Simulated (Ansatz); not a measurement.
# AlF3H3P: small, medium and large basis sets

Aim: see how fast density functionals converge with the basis set for AlF3H3P.

The runs use Ansatz 0.2.0, Gaussian basis; one geometry, several basis sets.

The runs, in order: PBE0-D4/def2-SVP; ωB97M-V/def2-SVP; PBE0-D4/def2-QZVPP; ωB97M-V/def2-QZVPP; the functionals' def2-TZVPP values are taken from earlier runs.

**1. The geometry**

All runs share one geometry, relaxed beforehand with PBE0-D4 in a triple-zeta def2 set.

SMILES `[F][Al-]([F])([F])[PH3+]`, 8 atoms, charge 0, spin multiplicity 1.

Atoms are counted from 1 here; the program's logs count them from 0.

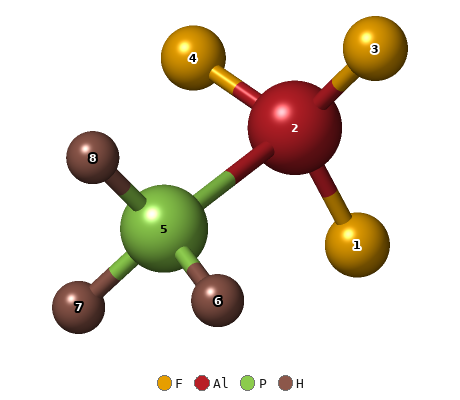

The structure; fluorine amber, aluminium red, phosphorus green, hydrogen brown; atoms are numbered from 1 in the order of the file.

**2. PBE0-D4 in def2-SVP**

Contents of in.yaml:

```yaml
crystal:
  periodic: [false, false, false]
  atoms:
    - {symbol: F, position_ang: [-0.395514, -2.177164, 0.721043]}
    - {symbol: Al, position_ang: [0.738936, -1.194770, 0.031547]}
    - {symbol: F, position_ang: [1.998456, -0.701531, 0.979106]}
    - {symbol: F, position_ang: [1.026586, -1.378725, -1.584324]}
    - {symbol: P, position_ang: [-0.562193, 0.929307, -0.037106]}
    - {symbol: H, position_ang: [-1.021969, 1.456985, 1.183122]}
    - {symbol: H, position_ang: [-1.759536, 0.941634, -0.775352]}
    - {symbol: H, position_ang: [0.067433, 2.067065, -0.573634]}
basis:
  gaussian: {orbitals: def2-SVP}
hamiltonian: {xc: pbe0, dispersion: d4}
output: {orbitals: {seedname: orbitals}}
```

Launch:

```console
$ ansatz run in.yaml --threads 4 --pin off --events-out ev --progress --plain --max-ram 10444MiB
```

The runs that follow: ωB97M-V in def2-SVP; PBE0-D4 in def2-QZVPP; ωB97M-V in def2-QZVPP.

Q: Predict the results of all the runs planned. Wanted: PBE0-D4: double and triple zeta above quadruple; ωB97M-V: double and triple zeta above quadruple.

The runs gave:

| quantity | value |
| --- | --- |
| PBE0-D4: double and triple zeta above quadruple | 17.14, 1.01 eV |
| ωB97M-V: double and triple zeta above quadruple | 17.28, 0.95 eV |

For PBE0-D4 the step from double to triple zeta gains 16.12 eV and the next only 1.01 eV. These are total energies; as a rule much of such shifts cancels in differences, which this series doesn't test. The LUMO of ωB97M-V is positive and keeps falling with the basis (1.63 to 0.68 eV): an unbound level that the basis holds in place.
